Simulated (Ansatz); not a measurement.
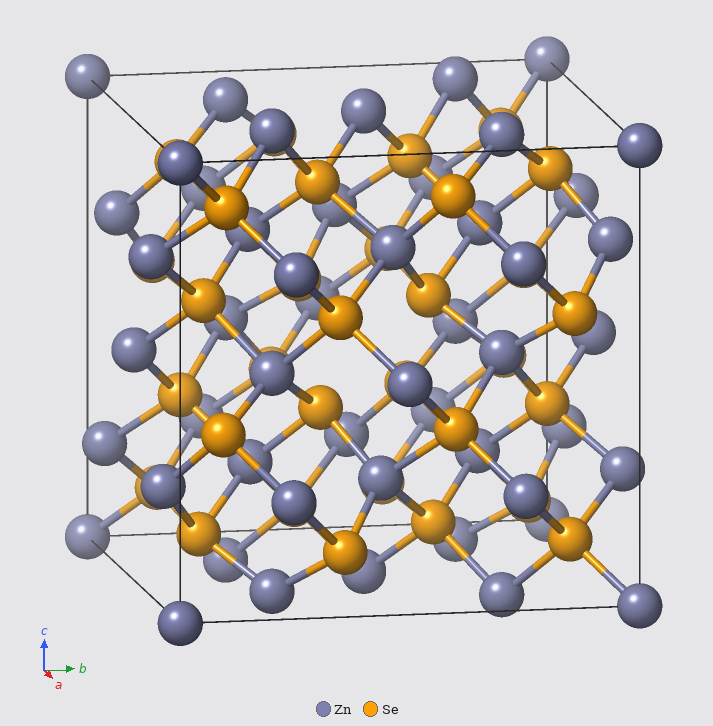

Structure drawing (ball-and-stick), viewed slightly off an axis. Thin lines show the conventional unit cell, with boundary atoms drawn in all their periodic places.

What can be read from this drawing?

- It has the composition Zn7Se8.
- It is face-centred cubic, space group F-43m (No. 216).
- With Z = 4, the cell contains 28 Zn, 32 Se.
- Zn is linked to four Se in a distorted tetrahedral arrangement. Se takes two kinds of site: 16e with three Zn in a trigonal pyramidal arrangement; 16e with four Zn in a tetrahedral arrangement.
- The bonds build a three-dimensional framework.

It goes back to a structure listed in the Materials Project, repeated into a supercell with a point defect put in. The atoms were relaxed in a fixed cell with DFT LDA, scalar-relativistic, plane waves, PAW in Ansatz.
